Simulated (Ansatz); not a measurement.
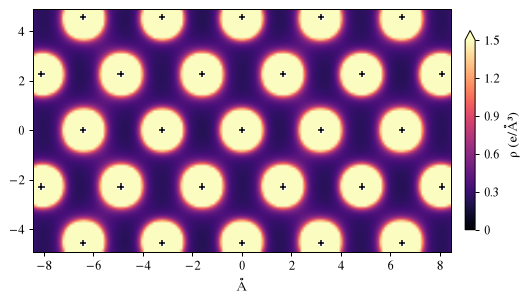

The valence electron density on a plane through atoms (crosses mark nuclei in the plane).

All numbers below come from Ansatz, DFT LDA, scalar-relativistic, plane waves, PAW.

Candidates:
A. Ta₂W₃, a = 3.22 Å, b = 3.22 Å, c = 16.20 Å, α = 90.00°, β = 90.00°, γ = 90.00°. Space group I4/mmm; a structure generated by program, which may or may not match a known phase; computed pressure about −13 GPa in this cell.
B. Ti₂W₃, a = 3.18 Å, b = 3.18 Å, c = 16.13 Å, α = 90.00°, β = 90.00°, γ = 90.00°. Space group I4/mmm; a structure generated by program, which may or may not match a known phase; computed pressure about −12 GPa in this cell; computed without spin polarisation.

Question: Which system is this?

Answer: Candidate A: Ta₂W₃ on the (110) plane of the conventional cell, which holds Ta and W. W–W (2.74 Å): ρ at the midpoint is about 0.42 e/Å³. Ta–W (2.79 Å): ρ is about 0.36 e/Å³ halfway.
